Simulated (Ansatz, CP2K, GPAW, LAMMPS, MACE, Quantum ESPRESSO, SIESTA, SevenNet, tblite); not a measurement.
## Atom list for Liquid Ge at 2600 K (66 atoms)

Calculated values (CP2K 2026.2, Kohn-Sham DFT, RPBE, GTH-PBE pseudopotentials, Gaussian and plane waves, DZVP-MOLOPT (UZH set), diagonalisation; PBE potentials; DZVP-UZH; 350/50 Ry; levels smeared at 580 K; Γ point; density 5.27 g/cm³) for the geometry as built.

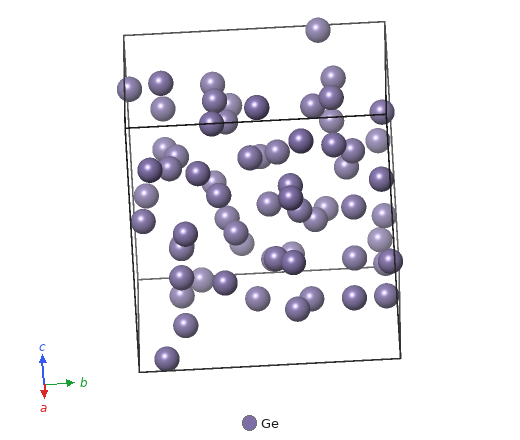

The structure (germanium purple).

Cell vectors (Å):

```
11.473 0.000 0.000
0.000 11.473 0.000
0.000 0.000 11.473
```

Positions (Å):

```
1 Ge 0.443 8.534 11.406
2 Ge 3.054 0.630 5.062
3 Ge 1.348 6.847 1.330
4 Ge 7.210 7.371 5.584
5 Ge 0.168 4.649 1.507
6 Ge 8.570 2.108 0.978
7 Ge 5.989 5.292 1.076
8 Ge 3.579 4.120 4.014
9 Ge 5.187 6.506 7.597
10 Ge 1.178 3.603 4.788
11 Ge 1.732 5.695 6.118
12 Ge 5.205 9.807 7.477
13 Ge 6.581 9.740 5.357
14 Ge 4.534 2.083 3.181
15 Ge 10.070 11.261 4.049
16 Ge 0.388 10.712 1.415
17 Ge 6.337 1.768 7.521
18 Ge 4.134 7.987 3.942
19 Ge 10.370 7.649 10.020
20 Ge 5.834 11.209 9.450
21 Ge 7.127 5.328 8.129
22 Ge 3.967 2.064 7.157
23 Ge 4.220 4.308 8.773
24 Ge 6.924 4.518 4.570
25 Ge 1.903 9.097 9.676
26 Ge 4.330 8.168 9.338
27 Ge 9.747 3.045 8.511
28 Ge 6.905 7.667 1.287
29 Ge 6.306 3.908 10.576
30 Ge 7.759 0.496 5.652
31 Ge 9.833 9.583 2.336
32 Ge 1.104 8.910 7.378
33 Ge 9.339 11.062 7.640
34 Ge 1.976 3.803 9.715
35 Ge 3.612 6.056 1.990
36 Ge 8.489 9.055 9.046
37 Ge 10.528 3.969 3.614
38 Ge 9.182 7.060 1.700
39 Ge 1.934 1.562 8.672
40 Ge 1.691 8.450 3.503
41 Ge 3.613 1.950 0.501
42 Ge 9.618 5.790 11.411
43 Ge 0.050 4.465 7.946
44 Ge 3.107 0.167 10.119
45 Ge 7.982 3.874 6.767
46 Ge 10.791 0.970 9.184
47 Ge 1.272 2.818 0.310
48 Ge 3.821 10.956 1.599
49 Ge 6.734 2.091 3.900
50 Ge 11.404 7.024 4.734
51 Ge 8.699 3.759 10.407
52 Ge 5.869 9.635 2.699
53 Ge 5.950 1.597 11.395
54 Ge 11.146 7.068 7.667
55 Ge 6.466 9.029 10.501
56 Ge 10.772 1.231 0.290
57 Ge 0.220 10.876 5.999
58 Ge 9.153 6.252 4.108
59 Ge 5.110 6.022 5.152
60 Ge 3.244 9.473 5.989
61 Ge 9.886 2.346 5.758
62 Ge 0.988 1.531 6.401
63 Ge 8.849 7.050 7.375
64 Ge 7.998 10.974 1.657
65 Ge 9.198 2.060 3.468
66 Ge 1.979 10.986 3.137
```

Q: Give the force and the charge of every atom.

Columns: atom, q, fx, fy, fz (forces in eV/Å, q the Hirshfeld charge in e).

```
1 -0.01 0.833 1.311 1.861
2 0.01 0.563 0.068 0.298
3 -0.02 0.563 -0.319 1.326
4 0.01 0.704 0.853 -0.182
5 0.00 -0.559 1.043 -0.721
6 0.00 -0.055 0.128 0.206
7 0.02 -0.445 0.425 0.748
8 -0.01 -0.495 0.848 -0.301
9 0.00 -1.498 0.303 0.175
10 0.01 0.350 -0.518 0.317
11 0.00 -0.122 -0.153 0.357
12 -0.01 -0.352 -0.339 -0.238
13 0.02 -0.017 0.165 -0.281
14 -0.02 -1.417 -1.029 -1.114
15 0.04 -0.321 0.131 0.634
16 0.00 -1.260 -0.219 -0.947
17 0.03 0.969 -0.380 -0.148
18 -0.02 0.138 0.189 -0.089
19 0.00 -1.512 -0.652 -0.803
20 -0.02 -0.675 1.699 0.383
21 -0.01 0.527 1.769 3.087
22 0.01 -0.368 0.800 -0.131
23 0.04 0.459 -0.594 -0.047
24 0.03 0.836 -0.856 -0.537
25 0.01 1.866 1.366 -0.582
26 0.03 0.113 -0.072 -0.277
27 -0.03 -0.008 -0.730 -1.241
28 -0.01 -0.825 0.583 -0.518
29 -0.04 -1.305 0.596 -1.115
30 -0.04 0.401 -0.470 0.560
31 -0.03 0.417 -1.231 -0.584
32 0.00 1.100 1.481 -0.568
33 0.02 0.290 -0.280 -0.175
34 -0.03 -0.789 0.629 -1.058
35 0.05 0.249 -0.532 0.783
36 -0.01 0.457 -0.348 -0.462
37 0.00 0.268 1.564 -0.242
38 -0.02 -0.347 1.866 2.577
39 -0.04 -0.542 1.002 -0.357
40 -0.01 -0.707 -0.640 -0.692
41 -0.01 -0.392 -0.235 1.238
42 -0.01 1.277 -1.749 -1.453
43 0.04 2.037 1.006 -0.109
44 0.00 1.300 -2.204 0.743
45 -0.03 0.710 -2.532 -1.922
46 0.01 0.268 -0.447 0.785
47 0.00 -0.262 0.137 0.695
48 0.02 0.849 -0.052 -0.321
49 0.00 1.196 0.061 0.677
50 0.04 0.913 0.044 0.444
51 0.00 -0.573 0.636 1.719
52 -0.01 -0.195 -0.019 -0.005
53 0.04 0.400 -0.705 -0.792
54 -0.02 0.463 -1.751 -0.022
55 0.00 0.298 -0.665 0.852
56 -0.01 0.589 -0.540 -0.987
57 0.00 -1.348 -1.446 0.092
58 -0.01 -0.700 -0.714 -0.820
59 -0.01 -1.079 0.211 0.029
60 0.02 0.081 0.191 -0.206
61 0.03 0.270 -0.038 1.496
62 -0.01 0.310 1.578 -0.889
63 -0.01 -1.584 0.715 0.450
64 0.03 -1.053 0.176 -0.283
65 -0.03 -0.928 -0.734 -1.831
66 -0.03 -0.334 -0.383 0.518
```

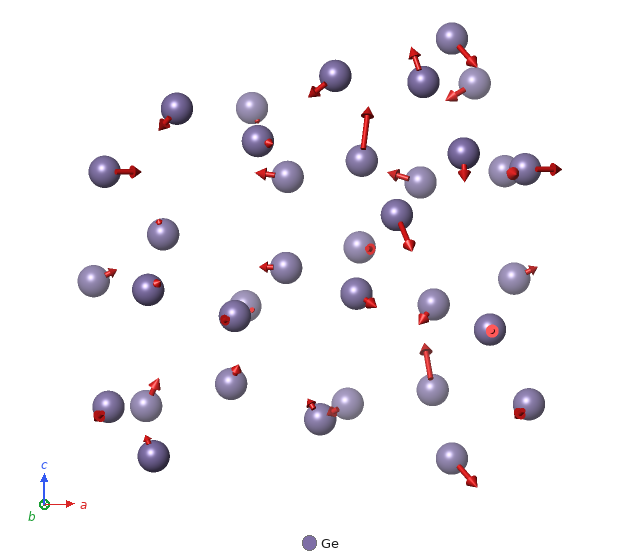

The forces as arrows, the longest 3.60 eV/Å. Drawn is a slice 6 Å thick, seen along the normal of the ac plane.

The network of bonds at the start is that of the classical potential that made the cell, and needn't be the one that DFT or experiment would give. Only the Γ point is sampled, in a cell whose shortest periodic width is 11 Å.

The r.m.s. force component is 0.890 eV/Å; the longest force, 3.60 eV/Å, acts on Ge21.

[Logs are printed without paths, hosts, clocks, repeated set-up lines and the standing remarks that a program may print on its own settings, such as how far it seeks lower states.]

[Hosts, paths, dates, database ids (printed as entryN), source tags and the programs' standing remarks are cut or masked in the printed files.]
